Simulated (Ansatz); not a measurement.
# Run report: CH6FGe2N, geometry relaxation (part 2 of 2)

CH6FGe2N, SMILES N[C]1(F)[GeH2][GeH2]1; RKS PBE0/def2-SVP (Ansatz 0.2.0). It belongs to a series of runs on one base structure; here: end point B relaxed.

Geometry of the input (Å):
```
N  0.0945  1.6578  0.2857
C  -0.4940  0.4706  -0.3023
F  -1.6991  0.6457  -1.0212
Ge -0.4046  -1.0216  0.8721
Ge 0.8131  -0.6085  -1.2104
H  1.0664  1.7609  0.1424
H  -0.3710  2.5019  -0.1834
H  -1.5348  -2.0841  0.6210
H  0.4357  -0.9017  2.1672
H  2.2972  -0.3011  -0.8353
H  0.2798  -1.4830  -2.3346
```

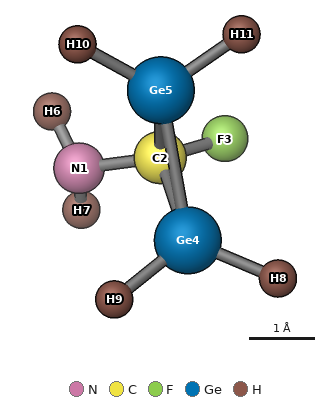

Fig. 1: The geometry at step 9 of the log (ball-and-stick view, seen at a tilt; atoms are numbered from 1 in the order of the input).

Trajectory as extended XYZ, continued:
```
11
Properties=species:S:1:pos:R:3:forces:R:3 step=3 energy=-118337.81037 accepted=F
N     0.0762    1.6934    0.2920   -0.3619   0.5878  -0.3652
C    -0.5027    0.5697   -0.3664    1.7477  -2.4145   1.0140
F    -1.6474    0.8136   -1.0315   -0.0801   0.3044  -0.1080
Ge   -0.3638   -1.1714    0.8726   -0.7565   0.9507  -0.7162
Ge    0.8947   -0.8210   -1.1263   -0.7593   0.7006   0.0759
H     1.0271    1.8712   -0.0194   -0.0160   0.1142  -0.1880
H    -0.4779    2.5075    0.0281   -0.0077   0.1676   0.2669
H    -1.6101   -2.0700    0.8489    0.1139  -0.2693   0.0286
H     0.2455   -0.9546    2.2626    0.0425   0.0010  -0.0117
H     2.3590   -0.3419   -1.1004    0.0405  -0.0032  -0.0063
H     0.4826   -1.4596   -2.4590    0.0369  -0.1393   0.0101
11
Properties=species:S:1:pos:R:3:forces:R:3 step=4 energy=-118338.00693
N     0.0739    1.7288    0.2986    0.0738  -0.0287  -0.1484
C    -0.4391    0.5187   -0.2878    0.0771   0.1865  -0.0347
F    -1.5988    0.7674   -0.9734   -0.0379   0.0363  -0.0295
Ge   -0.4102   -1.1336    0.8543   -0.0179  -0.0258   0.0967
Ge    0.8541   -0.7781   -1.1376    0.1900  -0.1269  -0.0181
H     1.0479    1.8847    0.0388   -0.1224   0.0311  -0.0354
H    -0.4567    2.5131   -0.0831   -0.0550  -0.0690   0.1214
H    -1.5849   -2.1173    0.7805   -0.0292  -0.0020   0.0516
H     0.2431   -0.9467    2.2285   -0.0390  -0.0578   0.0216
H     2.3248   -0.3064   -1.0856   -0.0753  -0.0669  -0.0667
H     0.4291   -1.4937   -2.4319    0.0358   0.1232   0.0415
11
Properties=species:S:1:pos:R:3:forces:R:3 step=5 energy=-118338.04625
N     0.0917    1.7246    0.2922    0.1955   0.0008  -0.2092
C    -0.4243    0.5210   -0.2953    0.1408   0.1386   0.0809
F    -1.5792    0.7741   -0.9871   -0.0909  -0.0139  -0.1302
Ge   -0.4122   -1.1335    0.8571   -0.0884   0.0110   0.0228
Ge    0.8657   -0.7912   -1.1306    0.1544  -0.1015   0.0480
H     1.0318    1.9369   -0.0437   -0.1737   0.0418  -0.0587
H    -0.5061    2.5007    0.0030   -0.0416  -0.0992   0.2076
H    -1.5958   -2.1079    0.7890   -0.0243  -0.0160   0.0396
H     0.2309   -0.9560    2.2371   -0.0188  -0.0356   0.0071
H     2.3457   -0.3545   -1.0829   -0.0609  -0.0299  -0.0553
H     0.4350   -1.4774   -2.4375    0.0079   0.1040   0.0474
11
Properties=species:S:1:pos:R:3:forces:R:3 step=6 energy=-118338.11659
N     0.1266    1.7169    0.2754    0.1742   0.3251  -0.5183
C    -0.4061    0.5274   -0.3121    0.3809  -0.1824   0.3691
F    -1.5565    0.7832   -1.0054   -0.1602  -0.0344  -0.3108
Ge   -0.4264   -1.1394    0.8626   -0.1444   0.2388  -0.0896
Ge    0.8935   -0.8234   -1.1046   -0.1045   0.0986   0.0266
H     1.0080    2.0019   -0.1726   -0.5274   0.0217   0.0708
H    -0.5572    2.4781    0.1319    0.3653  -0.4453   0.3560
H    -1.6232   -2.1014    0.8141    0.0066  -0.0396  -0.0115
H     0.2022   -0.9745    2.2504    0.0192  -0.0125   0.0089
H     2.3701   -0.3845   -1.0982    0.0004  -0.0228   0.0128
H     0.4522   -1.4475   -2.4402   -0.0101   0.0529   0.0861
11
Properties=species:S:1:pos:R:3:forces:R:3 step=7 energy=-118338.21459
N     0.1792    1.7008    0.2494   -0.2649   0.8365  -0.7477
C    -0.3825    0.5254   -0.3241    0.4095  -0.0391   0.3187
F    -1.5175    0.7852   -1.0550   -0.0927  -0.0792  -0.2510
Ge   -0.4515   -1.1274    0.8690   -0.0411   0.2394  -0.1328
Ge    0.9114   -0.8425   -1.0794   -0.1707   0.1220   0.0597
H     0.9550    2.0838   -0.3362   -1.0038  -0.1649   0.4807
H    -0.5879    2.4238    0.3172    1.1611  -0.9253   0.1871
H    -1.6446   -2.0963    0.8211    0.0132   0.0108  -0.0357
H     0.1802   -0.9802    2.2580   -0.0034   0.0183   0.0046
H     2.3874   -0.4099   -1.0939    0.0183  -0.0222   0.0504
H     0.4540   -1.4258   -2.4250   -0.0254   0.0036   0.0660
11
Properties=species:S:1:pos:R:3:forces:R:3 step=8 energy=-118338.33414
N     0.1889    1.6604    0.2568   -0.1194   0.4807  -0.5581
C    -0.3731    0.5091   -0.3450    0.1806   0.0328   0.1247
F    -1.4967    0.7600   -1.1115    0.0037   0.0179  -0.1496
Ge   -0.4446   -1.1083    0.8486   -0.0796   0.1124   0.0095
Ge    0.9168   -0.8580   -1.0986   -0.0358   0.2260   0.1272
H     0.8855    2.1190   -0.3537   -0.6234  -0.0781   0.3083
H    -0.5569    2.3449    0.4984    0.7013  -0.6256   0.0276
H    -1.6413   -2.0706    0.8172    0.0072   0.0037   0.0078
H     0.1521   -0.8297    2.2337   -0.0022  -0.1170  -0.0046
H     2.3996   -0.4513   -1.1039    0.0142  -0.0277   0.0343
H     0.4528   -1.4386   -2.4406   -0.0467  -0.0251   0.0729
11
Properties=species:S:1:pos:R:3:forces:R:3 step=9 energy=-118338.42558
N     0.2160    1.6487    0.2069   -0.2125   0.5654  -0.0166
C    -0.3624    0.5142   -0.3723    0.1789   0.1203  -0.1342
F    -1.4518    0.7779   -1.1935   -0.0116  -0.1348   0.0508
Ge   -0.4822   -1.0816    0.8413    0.2329  -0.0027   0.0579
Ge    0.9533   -0.8377   -1.0546   -0.2790  -0.1135  -0.1567
H     0.7502    2.2176   -0.4631   -0.2892  -0.1986   0.2245
H    -0.4979    2.2468    0.6509    0.4481  -0.2842  -0.0519
H    -1.7050   -2.0096    0.8230    0.0464   0.0087  -0.0738
H     0.1991   -0.9307    2.2075   -0.1714   0.0902   0.0593
H     2.4304   -0.4196   -1.1034   -0.0233  -0.0526   0.0861
H     0.4335   -1.4893   -2.3416    0.0807   0.0018  -0.0454
11
Properties=species:S:1:pos:R:3:forces:R:3 step=10 energy=-118338.46115
N     0.2398    1.6964    0.1853   -0.1588  -0.2448  -0.4029
C    -0.3162    0.5137   -0.3588    0.8194   0.4294   0.6151
F    -1.4241    0.6940   -1.1277   -0.9157   0.2229  -0.5939
Ge   -0.4198   -1.0712    0.8590    0.1539  -0.1087   0.0338
Ge    0.9417   -0.8454   -1.1061    0.1732  -0.0534   0.2088
H     0.6027    2.3269   -0.5425   -0.1901  -0.2228   0.3252
H    -0.4425    2.1961    0.7613    0.1953  -0.0265  -0.0713
H    -1.6820   -1.9369    0.7234    0.0286   0.0577   0.0219
H     0.1023   -0.9105    2.2996   -0.0306  -0.0129  -0.1390
H     2.4444   -0.5181   -1.1013   -0.0732  -0.0200   0.0112
H     0.4368   -1.5081   -2.3910   -0.0020  -0.0208  -0.0088
11
Properties=species:S:1:pos:R:3:forces:R:3 step=11 energy=-118338.49927
N     0.2420    1.6682    0.1671   -0.0251   0.1046  -0.0290
C    -0.3357    0.5152   -0.3698    0.1064  -0.0105   0.0790
F    -1.4757    0.7280   -1.1343   -0.0792  -0.0263  -0.0732
Ge   -0.4118   -1.0766    0.8497    0.0089   0.0374  -0.0731
Ge    0.9500   -0.8436   -1.0984   -0.0845   0.0197   0.0078
H     0.5747    2.3135   -0.5498    0.0136  -0.0291   0.0559
H    -0.3843    2.1689    0.7980    0.0565  -0.0360   0.0067
H    -1.6907   -1.9114    0.7215    0.0194  -0.0390   0.0122
H     0.1018   -0.8997    2.2838   -0.0051   0.0115  -0.0109
H     2.4428   -0.4875   -1.0890   -0.0291   0.0024   0.0222
H     0.4702   -1.5381   -2.3776    0.0181  -0.0348   0.0024
11
Properties=species:S:1:pos:R:3:forces:R:3 step=12 energy=-118338.49560 accepted=F
N     0.2489    1.6691    0.1721   -0.0492  -0.1563  -0.0324
C    -0.3457    0.5292   -0.3839   -0.1049   0.1560  -0.0312
F    -1.4812    0.7663   -1.1510   -0.0512   0.0095  -0.0332
Ge   -0.4317   -1.0642    0.8323    0.1461  -0.0200   0.0885
Ge    0.9233   -0.8378   -1.1147    0.1503  -0.0111   0.0970
H     0.6024    2.3290   -0.5186    0.0181  -0.0548  -0.0372
H    -0.3515    2.1625    0.8304   -0.0093  -0.0420   0.0220
H    -1.6447   -1.9948    0.7271   -0.0578   0.0813  -0.0305
H     0.0712   -0.8475    2.2655    0.0037  -0.0108  -0.0143
H     2.4109   -0.4648   -1.0964   -0.0007  -0.0067  -0.0038
H     0.4813   -1.6103   -2.3616   -0.0451   0.0548  -0.0248
11
Properties=species:S:1:pos:R:3:forces:R:3 step=13 energy=-118338.50356
N     0.2441    1.6619    0.1669   -0.0433   0.0479   0.0012
C    -0.3461    0.5205   -0.3799   -0.0283   0.0043  -0.0216
F    -1.4856    0.7441   -1.1489    0.0134  -0.0091   0.0155
Ge   -0.4171   -1.0694    0.8401    0.0046  -0.0035   0.0042
Ge    0.9362   -0.8394   -1.1061    0.0104   0.0007  -0.0001
H     0.5888    2.3158   -0.5344    0.0163  -0.0176   0.0088
H    -0.3590    2.1571    0.8232    0.0325  -0.0376  -0.0115
H    -1.6706   -1.9436    0.7228   -0.0026   0.0067   0.0028
H     0.0912   -0.8669    2.2726   -0.0027   0.0012  -0.0035
H     2.4243   -0.4699   -1.0837   -0.0044  -0.0004  -0.0019
H     0.4769   -1.5733   -2.3714    0.0041   0.0073   0.0061
11
Properties=species:S:1:pos:R:3:forces:R:3 step=14 energy=-118338.50385
N     0.2434    1.6598    0.1654   -0.0169   0.0003  -0.0173
C    -0.3486    0.5200   -0.3826   -0.0247   0.0060  -0.0074
F    -1.4895    0.7435   -1.1490    0.0177  -0.0019   0.0082
Ge   -0.4178   -1.0689    0.8386    0.0042  -0.0015   0.0113
Ge    0.9358   -0.8385   -1.1071    0.0077   0.0003  -0.0027
H     0.5921    2.3147   -0.5323    0.0131  -0.0057  -0.0021
H    -0.3534    2.1520    0.8278    0.0002  -0.0054   0.0129
H    -1.6712   -1.9438    0.7258   -0.0022   0.0045  -0.0029
H     0.0887   -0.8610    2.2707    0.0013  -0.0002   0.0002
H     2.4228   -0.4656   -1.0842    0.0002   0.0008  -0.0002
H     0.4810   -1.5753   -2.3718   -0.0007   0.0028   0.0000
11
Properties=species:S:1:pos:R:3:forces:R:3 step=15 energy=-118338.50396
N     0.2413    1.6574    0.1632    0.0012   0.0059   0.0042
C    -0.3524    0.5187   -0.3839    0.0042   0.0019  -0.0038
F    -1.4924    0.7426   -1.1499   -0.0003  -0.0031  -0.0004
Ge   -0.4183   -1.0689    0.8389   -0.0008   0.0021   0.0017
Ge    0.9354   -0.8378   -1.1073   -0.0042   0.0027  -0.0017
H     0.5974    2.3108   -0.5320   -0.0005  -0.0026   0.0003
H    -0.3496    2.1500    0.8303    0.0007  -0.0024  -0.0006
H    -1.6728   -1.9422    0.7275    0.0005  -0.0026  -0.0017
H     0.0892   -0.8589    2.2704   -0.0003   0.0002   0.0011
H     2.4212   -0.4598   -1.0831    0.0000  -0.0004   0.0003
H     0.4841   -1.5748   -2.3731   -0.0007  -0.0017   0.0007
```
